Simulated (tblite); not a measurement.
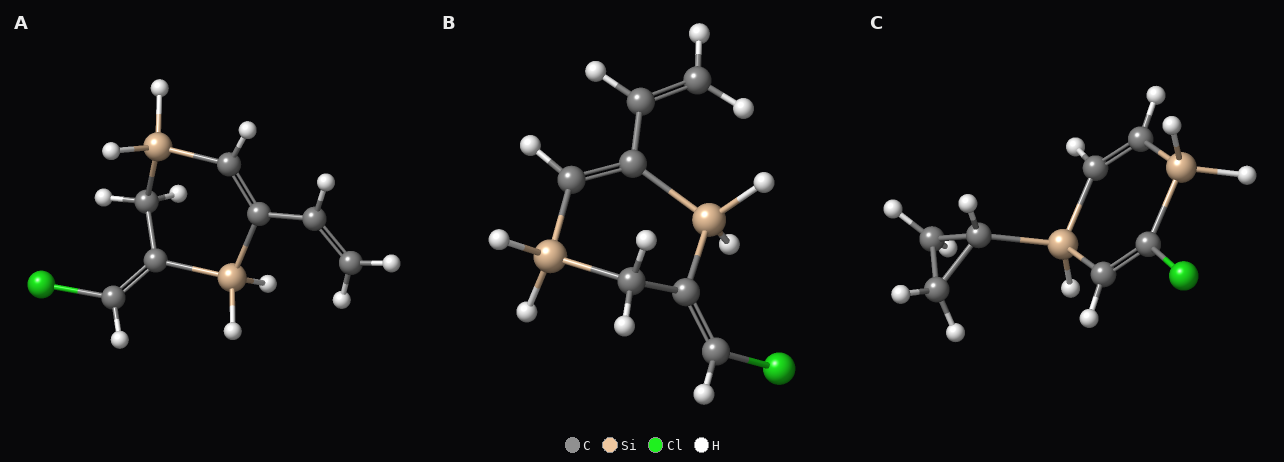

The picture comes from a calculation with tblite.

### Which panel belongs to which SMILES?
(1) C=CC1=C[SiH2]C/C(=C/Cl)[SiH2]1
(2) C=CC1=C[SiH2]C/C(=C\Cl)[SiH2]1
(3) ClC1=C[Si@@H](C2CC2)C=C[SiH2]1

A is (2), B is (1), C is (3).
